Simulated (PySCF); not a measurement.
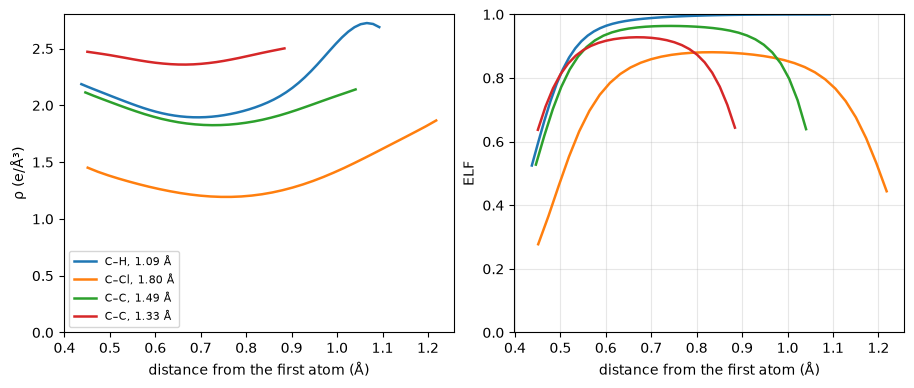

C$_{3}$H$_{5}$Cl. Total electron density and ELF along straight lines between neighbouring atoms. The curves leave out the atomic cores.

Geometry: PBE0-D3(BJ)/ma-def2-SVP.

All numbers below come from PySCF 2.14.0, density-fitted response routines, DFT single point, gas phase, functional wB97X.

The calculation's input:

```
{"job": {"kind": "sp", "xc": "wB97X", "basis": "ma-def2-TZVP", "d3": "d3bj", "grid": 2}, "charge": 0, "multiplicity": 1}
C      1.393757    -0.324900     0.007648
C      0.318208     0.461976    -0.064141
C     -1.076236    -0.050004    -0.126344
Cl    -2.046121     0.517273     1.285759
H      2.403493     0.092482     0.031548
H      1.304619    -1.415439     0.043701
H      0.434460     1.551656    -0.086322
H     -1.607107     0.320279    -1.014758
H     -1.110603    -1.147291    -0.117667
```

Command:

```sh
OMP_NUM_THREADS=1 python redox_run.py task.json out
```

**Compare the contacts.**

C–H (1.09 Å): ρ is about 2 e/Å³ halfway; the ELF climbs to about 1 towards the hydrogen, as it does in any bond to H (a covalent bond by its length).
C–Cl (1.80 Å): ρ is about 1.3 e/Å³ halfway; the ELF peaks at about 0.90 between the atoms, as expected for localised, covalent bonding.
C–C (1.49 Å): the density is about 1.8 e/Å³ at the midpoint; the ELF peaks at about 0.95 between the atoms: a covalent bond.
C–C (1.33 Å): the density is about 2.4 e/Å³ at the midpoint; the ELF peaks at about 0.95 between the atoms; a short, multiple covalent bond.
